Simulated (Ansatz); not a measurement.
**Cl$_{6}$Ga$_{2}$: density, localisation and related maps**

The calculation's input:

```
crystal:
  periodic: [false, false, false]
  atoms:
    - {symbol: Ga, position_ang: [-0.657650, -0.769561, 1.303012]}
    - {symbol: Ga, position_ang: [0.658696, 0.778090, -1.297597]}
    - {symbol: Cl, position_ang: [1.535140, -0.469502, 0.499801]}
    - {symbol: Cl, position_ang: [1.316432, 2.809494, -1.136002]}
    - {symbol: Cl, position_ang: [-0.870088, 0.242505, 3.178126]}
    - {symbol: Cl, position_ang: [-1.517718, 0.591420, -0.418429]}
    - {symbol: Cl, position_ang: [0.797705, -0.387434, -3.088763]}
    - {symbol: Cl, position_ang: [-1.262519, -2.795023, 0.959852]}
basis:
  gaussian: {orbitals: def2-TZVP, initial_orbitals: start.molden}
hamiltonian: {xc: pbe0, dispersion: d4}
scf: {omitted_lower_state_checks: [starts]}
output: {forces: true, orbitals: {seedname: orbitals}}
```

Command:

```sh
ansatz run in.yaml --threads 4 --pin off --events-out ev --progress --plain --max-ram 4787MiB
```

Geometry: PBE-D4/def2-SVP.

Computed with RKS PBE0-D4/def2-TZVP in Ansatz 0.2.0.

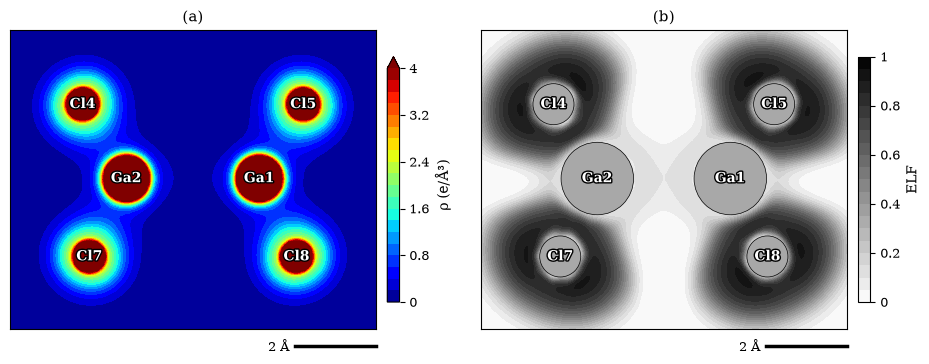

Figure 1. (a) electron density; (b) electron localisation function on the plane of atoms Cl4, Ga2 and Cl7. Grey discs cover the atomic cores in the ELF map.

**What do the fields say about this system?**

Atoms in the plane: Ga and Cl.
Ga–Cl (2.14 Å): ρ is about 0.74 e/Å³ halfway; the ELF peaks at about 0.85 in the valence shell of Cl, 0.9 Å from its nucleus, and is about 0.60 at the midpoint.
The ELF also peaks beside Cl7, Cl8, Cl5 and Cl4, away from the bonds: lone-pair regions.

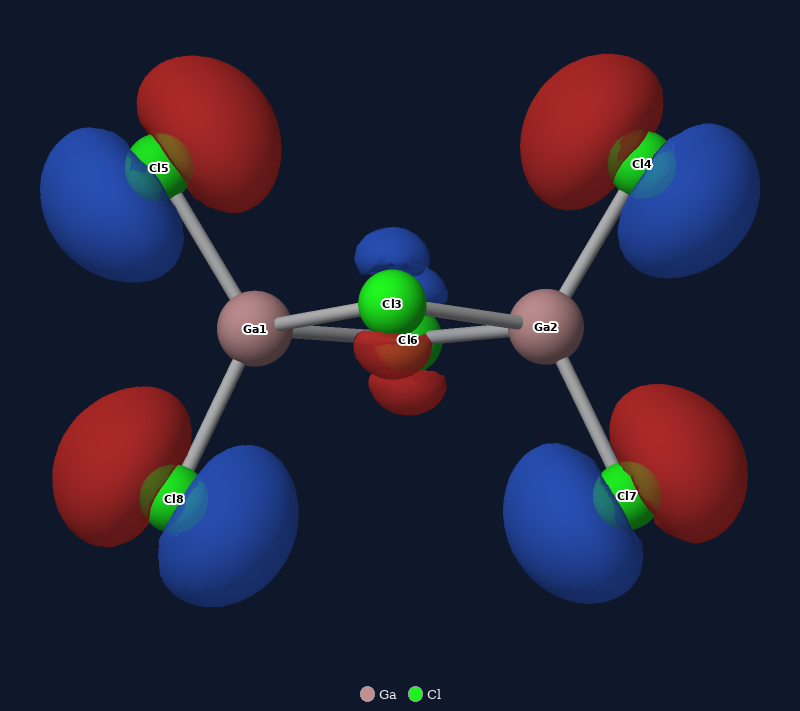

Figure 2. One frontier orbital at ±0.1 Å⁻³ᐟ² (blue and red are the two phases), seen across its widest extent.

**Which orbital is it: HOMO or LUMO?**

The HOMO, at −9.52 eV. It lies mainly on Cl7 (about 20 %), Cl8 (about 20 %), Cl4 (about 20 %) and Cl5 (about 20 %); largely a combination of lone pairs on Cl7, Cl8, Cl4 and Cl5.

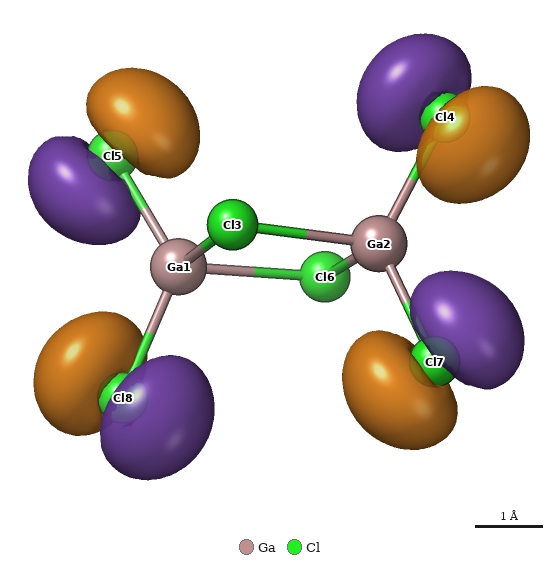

Figure 3. The HOMO−1 at ±0.1 Å⁻³ᐟ² (orange and purple are the two phases), seen at a tilt.

**Where does this orbital lie, and at what energy?**

It lies mainly on Cl7 (about 25 %), Cl8 (about 25 %), Cl4 (about 20 %) and Cl5 (about 20 %); largely a combination of lone pairs on Cl7, Cl8, Cl4 and Cl5. Its energy is −9.55 eV.
